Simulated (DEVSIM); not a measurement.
Device: TaN/Si3N4/n-Si capacitor, at 300 K.

```
layer (left to right)  material  thickness (nm)  Nd (cm⁻³)
---------------------  --------  --------------  ---------
1                         Si3N4            7.60          -
2                            Si            5500     1.1e16
```

Metal gate on the left, work function 4.4 eV. Fixed charge at the semiconductor interface -9.4e10 cm⁻² (in units of +e); interface traps 1e11 cm⁻² eV⁻¹, uniform in energy, neutral level at 0.3 of the gap above the valence band.

This is a model device: material constants are rounded textbook-type values typed into the input, and sizes, dopings and lifetimes were drawn at random. Values at 300 K.

```
parameter      Si3N4       Si
-------------  -----  -------
gap (eV)         5.1    1.124
affinity (eV)    2.1     4.05
permittivity     7.5     11.7
Nc (cm⁻³)          -  2.86e19
Nv (cm⁻³)          -   3.1e19
```

DEVSIM, 1D Poisson equation in equilibrium, Boltzmann statistics, complete ionisation; no quantum confinement or tunnelling. Metal contacts follow the ideal Schottky-Mott rule: no Fermi-level pinning, no interface dipoles.

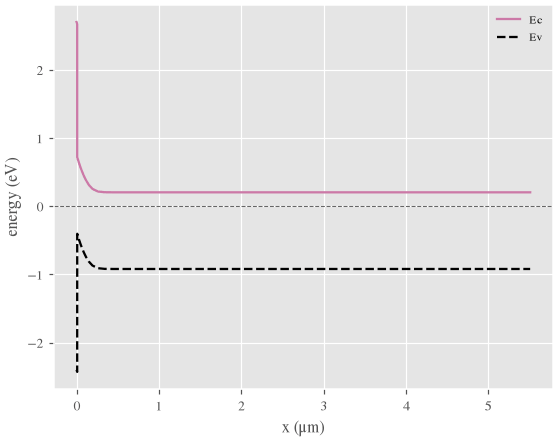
Fig. 1. Band edges at -0.4 V on the gate

Energies count from the Fermi level of the right contact; mesh points crowd at the junctions.

```json
[
 {"x (μm)": "0.000", "Ec (eV)": "2.700", "Ev (eV)": "-2.400", "n (cm⁻³)": "< 1e2", "p (cm⁻³)": "< 1e2", "field (V/cm)": "-39000"},
 {"x (μm)": "0.001272", "Ec (eV)": "2.695", "Ev (eV)": "-2.405", "n (cm⁻³)": "< 1e2", "p (cm⁻³)": "< 1e2", "field (V/cm)": "-39000"},
 {"x (μm)": "0.003620", "Ec (eV)": "2.686", "Ev (eV)": "-2.414", "n (cm⁻³)": "< 1e2", "p (cm⁻³)": "< 1e2", "field (V/cm)": "-39000"},
 {"x (μm)": "0.006005", "Ec (eV)": "2.676", "Ev (eV)": "-2.424", "n (cm⁻³)": "< 1e2", "p (cm⁻³)": "< 1e2", "field (V/cm)": "-39000"},
 {"x (μm)": "0.007769", "Ec (eV)": "0.719", "Ev (eV)": "-0.405", "n (cm⁻³)": "2.4e7", "p (cm⁻³)": "4.9e12", "field (V/cm)": "-41000"},
 {"x (μm)": "0.009437", "Ec (eV)": "0.713", "Ev (eV)": "-0.411", "n (cm⁻³)": "3.1e7", "p (cm⁻³)": "3.8e12", "field (V/cm)": "-41000"},
 {"x (μm)": "0.01343", "Ec (eV)": "0.696", "Ev (eV)": "-0.428", "n (cm⁻³)": "5.7e7", "p (cm⁻³)": "2.0e12", "field (V/cm)": "-40000"},
 {"x (μm)": "0.02712", "Ec (eV)": "0.643", "Ev (eV)": "-0.481", "n (cm⁻³)": "4.4e8", "p (cm⁻³)": "2.6e11", "field (V/cm)": "-38000"},
 {"x (μm)": "0.05469", "Ec (eV)": "0.546", "Ev (eV)": "-0.578", "n (cm⁻³)": "1.9e10", "p (cm⁻³)": "6.1e9", "field (V/cm)": "-33000"},
 {"x (μm)": "0.1153", "Ec (eV)": "0.379", "Ev (eV)": "-0.745", "n (cm⁻³)": "1.2e13", "p (cm⁻³)": "9300000", "field (V/cm)": "-23000"},
 {"x (μm)": "0.2603", "Ec (eV)": "0.215", "Ev (eV)": "-0.909", "n (cm⁻³)": "7.0e15", "p (cm⁻³)": "16000", "field (V/cm)": "-2800"},
 {"x (μm)": "0.7573", "Ec (eV)": "0.203", "Ev (eV)": "-0.921", "n (cm⁻³)": "1.1e16", "p (cm⁻³)": "11000", "field (V/cm)": "≈ 0"},
 {"x (μm)": "1.758", "Ec (eV)": "0.203", "Ev (eV)": "-0.921", "n (cm⁻³)": "1.1e16", "p (cm⁻³)": "11000", "field (V/cm)": "≈ 0"},
 {"x (μm)": "3.548", "Ec (eV)": "0.203", "Ev (eV)": "-0.921", "n (cm⁻³)": "1.1e16", "p (cm⁻³)": "11000", "field (V/cm)": "≈ 0"},
 {"x (μm)": "4.868", "Ec (eV)": "0.203", "Ev (eV)": "-0.921", "n (cm⁻³)": "1.1e16", "p (cm⁻³)": "11000", "field (V/cm)": "≈ 0"},
 {"x (μm)": "5.225", "Ec (eV)": "0.203", "Ev (eV)": "-0.921", "n (cm⁻³)": "1.1e16", "p (cm⁻³)": "11000", "field (V/cm)": "≈ 0"},
 {"x (μm)": "5.387", "Ec (eV)": "0.203", "Ev (eV)": "-0.921", "n (cm⁻³)": "1.1e16", "p (cm⁻³)": "11000", "field (V/cm)": "≈ 0"},
 {"x (μm)": "5.455", "Ec (eV)": "0.203", "Ev (eV)": "-0.921", "n (cm⁻³)": "1.1e16", "p (cm⁻³)": "11000", "field (V/cm)": "≈ 0"},
 {"x (μm)": "5.491", "Ec (eV)": "0.203", "Ev (eV)": "-0.921", "n (cm⁻³)": "1.1e16", "p (cm⁻³)": "11000", "field (V/cm)": "≈ 0"},
 {"x (μm)": "5.501", "Ec (eV)": "0.203", "Ev (eV)": "-0.921", "n (cm⁻³)": "1.1e16", "p (cm⁻³)": "11000", "field (V/cm)": "≈ 0"},
 {"x (μm)": "5.505", "Ec (eV)": "0.203", "Ev (eV)": "-0.921", "n (cm⁻³)": "1.1e16", "p (cm⁻³)": "11000", "field (V/cm)": "≈ 0"},
 {"x (μm)": "5.508", "Ec (eV)": "0.203", "Ev (eV)": "-0.921", "n (cm⁻³)": "1.1e16", "p (cm⁻³)": "11000", "field (V/cm)": "≈ 0"}
]
```
